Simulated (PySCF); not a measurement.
# NiS₂: structure of the quintet

Aim: relax NiS₂ as a quintet from a linear start, check by its vibrations whether the end is a minimum, and collect its spectrum and constants.

The runs use PySCF 2.14.0; PBE0, basis Ni def2-TZVP, S def2-TZVP, no relativity, density fitting.

### Step 1. Starting geometry

3 atoms, charge 0, spin multiplicity 5.

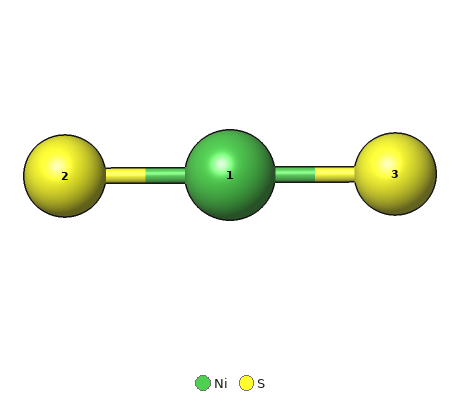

As it starts; nickel green, sulfur yellow; atoms are numbered from 1 in the order of the file.

Z-matrix (Å, degrees; charge 0 multiplicity 5):
```
Ni
S  1 1.9500
S  1 1.9500 2 180.00
```

### Step 2. Finding the electronic state

One driver script runs all steps and calls PySCF; scf.py shows how it sets up the SCF of each step. The optimiser is the driver's own. After this first run the driver tries any further starts and a stability analysis.

scf.py

```python
from pyscf import gto, scf, dft
mol = gto.M(atom='''
Ni     0.000000     0.000000     0.000000
S      0.000000     0.000000     1.950000
S      0.000000     0.000000    -1.950000''',
    basis={'Ni': 'def2-TZVP', 'S': 'def2-TZVP'},
    charge=0, spin=4)
mf = dft.UKS(mol, xc='PBE0')
mf.grids.atom_grid = (50, 194)
aux = {'Ni': 'def2-universal-JKFIT', 'S': 'def2-universal-JKFIT'}
mf = mf.density_fit(auxbasis=aux)
mf.conv_tol = 1e-08
mf.diis_space = 10
mf.max_cycle = 60
mf.init_guess = 'minao'
mf.verbose = 4
mf.kernel()
```

Command:

```bash
OMP_NUM_THREADS=4 python axn.py task.json out
```

Standard output, cut to the lines that bear on the results:

```text
[... the frontier levels of the middle cycles are left out ...]
init E= -2303.55032061723
[... the frontier-level lines of each cycle are left out ...]
cycle= 1 E= -2281.63330945788  delta_E= 21.9  |g|= 7.04  |ddm|= 23.4
cycle= 2 E= -2233.70421013974  delta_E= 47.9  |g|= 13.7  |ddm|=   25
cycle= 3 E= -2285.05720590459  delta_E= -51.4  |g|= 8.91  |ddm|= 8.98
cycle= 4 E= -2291.57660818192  delta_E= -6.52  |g|= 7.27  |ddm|= 2.38
cycle= 5 E= -2298.93417788759  delta_E= -7.36  |g|= 4.75  |ddm|= 4.02
cycle= 6 E= -2301.95216690137  delta_E= -3.02  |g|= 2.86  |ddm|= 1.52
cycle= 7 E= -2302.87253753692  delta_E= -0.92  |g|= 2.17  |ddm|= 2.12
cycle= 8 E= -2303.59660994862  delta_E= -0.724  |g|= 1.47  |ddm|= 0.459
cycle= 9 E= -2304.02566674121  delta_E= -0.429  |g|= 0.632  |ddm|= 0.339
cycle= 10 E= -2304.14488703973  delta_E= -0.119  |g|= 0.049  |ddm|= 0.317
cycle= 11 E= -2304.14575377296  delta_E= -0.000867  |g|= 0.0219  |ddm|= 0.0491
cycle= 12 E= -2304.14603745662  delta_E= -0.000284  |g|= 0.0175  |ddm|= 0.0277
cycle= 13 E= -2304.14615459789  delta_E= -0.000117  |g|= 0.00242  |ddm|= 0.0118
cycle= 14 E= -2304.14617849633  delta_E= -2.39e-05  |g|= 0.00252  |ddm|= 0.00932
[... 6 cycles left out ...]
cycle= 21 E= -2304.14618790626  delta_E= -1.82e-07  |g|= 0.000129  |ddm|= 0.000673
cycle= 22 E= -2304.14618855273  delta_E= -6.46e-07  |g|= 0.000129  |ddm|= 0.0024
cycle= 23 E= -2304.14619282934  delta_E= -4.28e-06  |g|= 0.000137  |ddm|= 0.0163
cycle= 24 E= -2304.14619219417  delta_E= 6.35e-07  |g|= 0.000127  |ddm|= 0.00249
cycle= 25 E= -2304.14620630393  delta_E= -1.41e-05  |g|= 0.00299  |ddm|= 0.105
cycle= 26 E= -2304.14620677689  delta_E= -4.73e-07  |g|= 0.00206  |ddm|= 0.0168
cycle= 27 E= -2304.14620538701  delta_E= 1.39e-06  |g|= 0.00109  |ddm|= 0.0218
cycle= 28 E= -2304.14620701284  delta_E= -1.63e-06  |g|= 0.0017  |ddm|= 0.0201
cycle= 29 E= -2304.14620696789  delta_E= 4.5e-08  |g|= 0.00156  |ddm|= 0.00208
cycle= 30 E= -2304.14620833338  delta_E= -1.37e-06  |g|= 0.00126  |ddm|= 0.0229
cycle= 31 E= -2304.14620852702  delta_E= -1.94e-07  |g|= 0.00013  |ddm|= 0.00843
cycle= 32 E= -2304.14620875374  delta_E= -2.27e-07  |g|= 0.000225  |ddm|= 0.00802
cycle= 33 E= -2304.14620881307  delta_E= -5.93e-08  |g|= 9.19e-05  |ddm|= 0.00609
cycle= 34 E= -2304.14620881547  delta_E= -2.4e-09  |g|= 1.95e-05  |ddm|= 0.000665
Extra cycle  E= -2304.14620881547  delta_E= 2.73e-12  |g|= 2.48e-05  |ddm|= 1.17e-05
converged SCF energy = -2304.14620881547  <S^2> = 6.0188509  2S+1 = 5.0075347
```

This step, with its further starts and checks, needed 54 s of wall time on 4 threads of Arm Neoverse V1, shared host.

The starts that the driver tried:

```csv
start,energy (Eh)
the minimal-basis guess,-2304.146209
a thermally smeared density,-2304.169484
a smeared PBE density,-2304.169479
```

The first run landed in a state that is too high. Following the other starts and the instabilities gains 73.5 kJ/mol (-2304.17420 Eh), and the work goes on from there.

### Step 3. Relaxation: linear start, quintet

The program finds D∞h symmetry in the start, which this walk keeps. The walk stops when the largest gradient is under 0.0003 Eh/bohr and the energy has settled too.

Edit scf.py of step 2 so:

```diff
@@ -15 +14,0 @@
-mf.init_guess = 'minao'
```

Energy and gradient, step by step:

```csv
step,energy (Eh),change (kJ/mol),largest symmetric gradient (Eh/bohr)
0,-2304.174196,0.00,0.06789
1,-2304.191277,-44.85,0.01773
2,-2304.192929,-49.18,0.00521
3,-2304.193105,-49.65,0.00066
4,-2304.193108,-49.65,0.00003
```

The walk took 11 s.

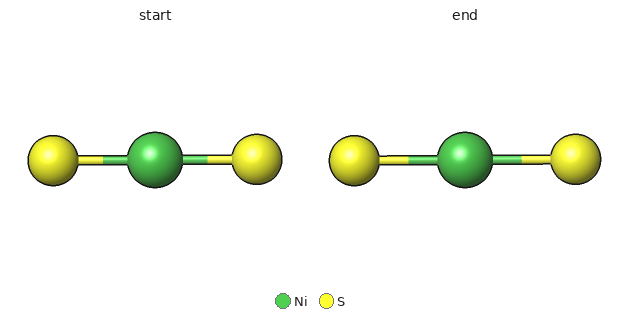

The geometry along the walk, at one scale.

It settles in D∞h symmetry, 49.7 kJ/mol below the start, after 4 steps: Ni–S 2.118 Å (×2); S–Ni–S 180.0°.

### Step 4. Is it a minimum? Harmonic modes

On the finer grid the gradient is checked again; gradients at displacements of ±0.02 bohr then give force constants and infrared intensities.

Edit scf.py of step 3 so:

```diff
@@ -4,2 +4,2 @@
-S      0.000000     0.000000     1.950000
-S      0.000000     0.000000    -1.950000''',
+S      0.000000     0.000000     2.117900
+S     -0.000000    -0.000000    -2.117900''',
@@ -9 +9 @@
-mf.grids.atom_grid = (50, 194)
+mf.grids.atom_grid = (75, 302)
@@ -12 +12 @@
-mf.conv_tol = 1e-08
+mf.conv_tol = 1e-10
```

The driver hands on the density of the step before, so the log starts near convergence.

SCF at the final geometry:

```text
init E= -2304.19303224426
[... the frontier-level lines of each cycle are left out ...]
cycle= 1 E= -2304.19303224431  delta_E= -4.96e-11  |g|= 2.78e-06  |ddm|= 9.23e-06
Extra cycle  E= -2304.19303224436  delta_E= -4.77e-11  |g|= 3.37e-06  |ddm|= 9.24e-06
converged SCF energy = -2304.19303224436  <S^2> = 6.0220968  2S+1 = 5.0088309
```

The whole step took 30 s.

Geometry: D∞h; Ni–S 2.118 Å (×2); S–Ni–S 180.0°.

Harmonic modes (main isotopes):

```csv
ω (cm⁻¹),IR (km/mol),μ (u)
77,4.9,41.80
133,6.7,41.80
344,0.0,31.97
447,54.5,41.80
```

Every mode is real; the point is a minimum.

Here the density breaks the symmetry of the frame, and no labels are given; pairs that should be degenerate can split.

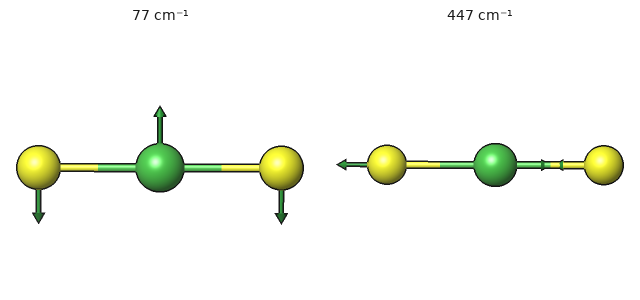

How the atoms move in 2 of the modes.

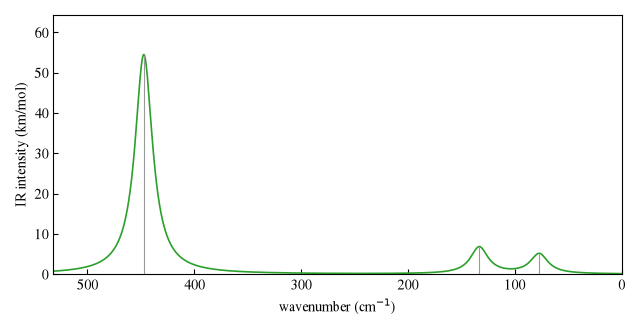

The harmonic infrared spectrum (widths in cm⁻¹). Lines are broadened to a width of 20 cm⁻¹ (Lorentzian).

Constants and moments:

```yaml
Dipole_moment: 0.00 D
Highest_occupied_level: -7.20 eV
Lowest_empty_level: -4.91 eV
Rotational_constants: 0.05877 cm⁻¹
Zero-point_energy: 6.0 kJ/mol
Principal_polarisabilities: 35.2, 40.0, 146.8 bohr³
Atomisation_energy_without_zero-point_energy: 578 kJ/mol
Principal_traceless_quadrupole_moments_about_the_centre_of_mass: -8.22, 0.11, 8.11 D Å
Entropy_at_298.15_K_and_1_bar_electronic_part_spin_only: 289.7 J/(mol K)
Heat_capacity_Cp_at_298.15_K: 57.7 J/(mol K)
Enthalpy_at_298.15_K_above_0_K: 14.16 kJ/mol
Rotational_symmetry_number: 2
Spin_squared_⟨S²⟩: 6.022
```

Charges (e) and bond orders:

| atom | Mulliken | Löwdin | polar tensor | spin (Mulliken) | Mayer order to Ni1 |
| --- | --- | --- | --- | --- | --- |
| Ni1 | 0.45 | -0.22 | 0.72 | 1.52 | – |
| S2,3 | -0.23 | 0.11 | -0.36 | 1.24 | 1.21 |

Outer orbital energies (eV). α occupied: -11.39, -11.11, -9.40, -8.99, -8.65, -8.63, -8.40, -7.76; empty: -0.31, 1.08, 1.83, 2.81. β occupied: -18.11, -10.70, -10.47, -10.02, -8.59, -8.50, -8.21, -7.20; empty: -4.91, -4.07, -4.03, -3.88.

Mulliken populations on Ni1: s 6.66, p 12.39, d 8.51, f 0.00.

### Step 5. Density, ELF and potential

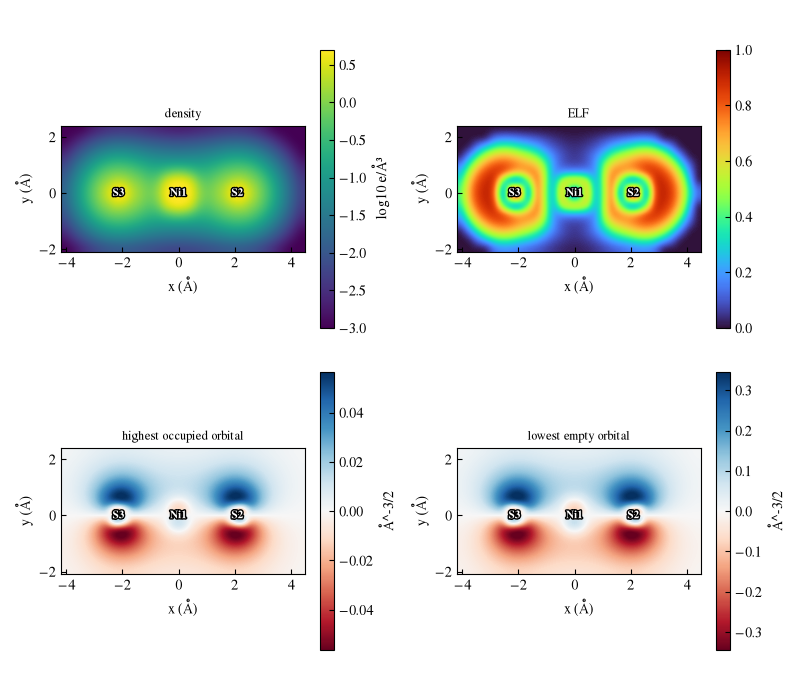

The plane holds Ni1 at (0.00, 0.00), S2 at (2.12, 0.00), S3 at (-2.12, 0.00) Å. ELF is set to 0 where the density is under 0.005 e/Å³; an orbital's overall sign is arbitrary.

Along Ni1–S2 (2.118 Å) the density is least, 0.73 e/Å³, about 0.95 Å from Ni1; ELF there is 0.26.

Values on the line from Ni1 (at 0) through S2 (at 2.118 Å):

```csv
distance (Å),density (e/Å³),ELF,electrostatic potential (V),spin density (e/Å³)
-0.74,1.29,0.18,25.3,0.107
-0.53,6.08,0.603,64.8,0.697
-0.32,29.8,0.693,253,3.37
-0.11,492,0.817,1.95e+03,2.95
0.21,52,0.184,609,5.21
0.42,14.4,0.747,120,1.6
0.64,2.59,0.355,38.9,0.282
0.85,0.846,0.154,17.8,0.0314
1.06,0.762,0.518,12.6,-0.0222
1.27,1.06,0.847,18.7,-0.0371
1.48,1.44,0.505,42.3,-0.0369
1.69,3.39,0.131,107,-0.0235
1.91,56.4,0.861,386,0.0412
2.22,174,0.307,1.21e+03,0.0499
2.44,13.2,0.684,185,-0.00595
2.65,1.67,0.131,65.8,-0.0409
2.86,1.07,0.842,25.9,-0.0413
3.07,0.589,0.922,9.98,-0.0274
3.28,0.284,0.899,3.6,-0.0143
```

Making the fields took 0.8 s.

### Step 6. What came out

| quantity | value |
| --- | --- |
| minimum | quintet, D∞h |
| geometry | Ni–S 2.118 Å (×2); S–Ni–S 180.0° |
| wavenumbers (cm⁻¹) | 77, 133, 344, 447 |
| dipole moment | 0.00 D |
| highest occupied, lowest empty level (either spin) | -7.20, -4.91 eV |
| polar-tensor charge of Ni1 | +0.72 e |
| zero-point energy | 6.0 kJ/mol |
| entropy at 298.15 K | 289.7 J/(mol K) |
| atomisation energy (no zero-point energy) | 578 kJ/mol |
| ⟨S²⟩ | 6.022 |

**Reading.** The linear start keeps its D∞h symmetry and ends in a minimum. The strongest infrared band lies at 447 cm⁻¹ (stretch). Ni1 has a polar-tensor charge of +0.7 e (a dipole derivative, not a static charge), yet symmetry cancels the bond dipoles. The first SCF alone would have been 73 kJ/mol too high. Only this shape and spin were tried, so other structures or states may lie lower. The SCF density has lower symmetry than the nuclear frame. One determinant may miss the lowest occupation of an open d or f shell.

The search up to here needed 95 s of wall time on 4 threads of Arm Neoverse V1, shared host.
